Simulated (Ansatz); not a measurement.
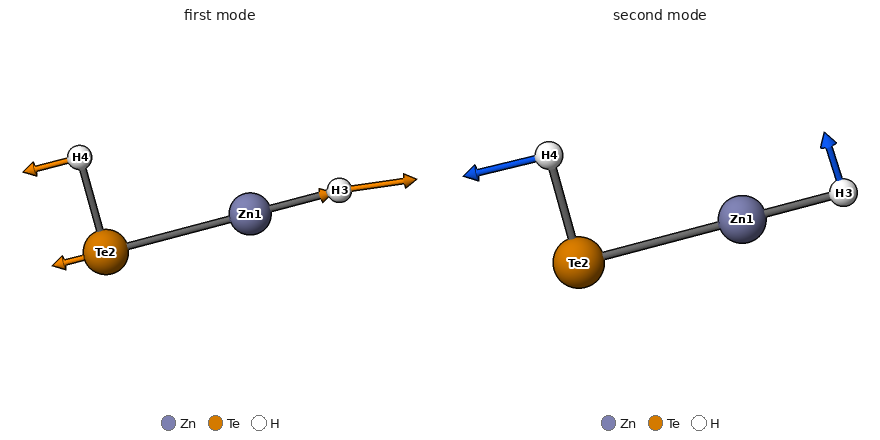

The system is H2TeZn, SMILES [ZnH][TeH]; the picture shows the reference structure; its two panels give the patterns of the first and the second mode as arrows. 
- First axis: normal mode 1 (244 cm⁻¹). Second axis: normal mode 4 (501 cm⁻¹).
- Nothing is relaxed (straight displacements along the two mass-weighted modes).
- The grid has 9 × 9 points.
- Points are written as (first, second).
- All energies are given in kJ/mol relative to the lowest grid point.
- Computed with RKS r2SCAN0-D4/def2-TZVP in Ansatz.

Its coordinates:

```xyz
4

Zn    0.2051   -0.7230    0.5607
Te    0.0980    1.6820   -0.0158
H     0.2712   -2.2121    0.9173
H    -0.5743    1.2532   -1.4623
```

Range: normal mode 1 (244 cm⁻¹) from −1.66 to 1.66 amu½·Å; normal mode 4 (501 cm⁻¹) from −0.56 to 0.56 amu½·Å.

Q: What landscape does the calculation give?

A: The lowest grid point is at (0.00 amu½·Å, 0.00 amu½·Å). It is the only kind of minimum in the scanned range. The highest grid point, (−1.66 amu½·Å, 0.56 amu½·Å), lies 57.4 kJ/mol above the lowest.

```csv
"normal mode 4 (501 cm⁻¹) ↓, normal mode 1 (244 cm⁻¹) →",−1.66,−1.24,−0.83,−0.41,0.00,0.41,0.83,1.24,1.66
0.56,57.4,37.9,25.5,18.9,16.9,18.5,23.1,29.9,38.5
0.42,49.3,29.8,17.4,10.9,8.9,10.5,15.1,21.9,30.6
0.28,44.0,24.5,12.2,5.7,3.7,5.4,9.9,16.8,25.4
0.14,41.0,21.6,9.4,2.8,0.9,2.6,7.1,14.0,22.6
0.00,40.0,20.7,8.5,2.0,0.0,1.7,6.2,13.1,21.7
−0.14,40.7,21.5,9.3,2.8,0.9,2.5,7.1,13.9,22.4
−0.28,43.2,24.1,12.0,5.6,3.6,5.2,9.7,16.4,24.9
−0.42,47.8,28.8,16.8,10.4,8.4,10.0,14.4,21.1,29.5
−0.56,54.8,36.0,24.0,17.7,15.7,17.2,21.6,28.2,36.4
```

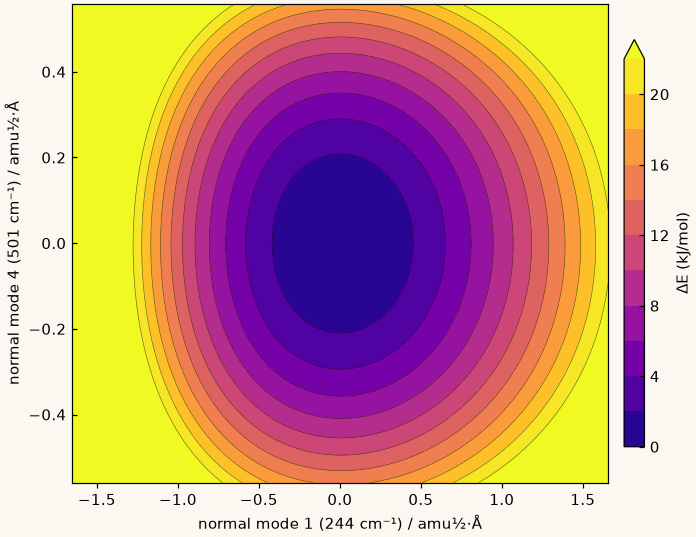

In the figure: filled contours, one colour for all values above the top of the scale. Between grid points the surface is interpolated.

Each point was launched as `ansatz run input.yaml --threads 1 --pin off --max-ram 2560MiB --backend cpu --events-out ev --progress --plain --runs-dir out`. The whole map (81 points run) took 13 min on 1 thread of Arm Neoverse V1, with other jobs on the host.
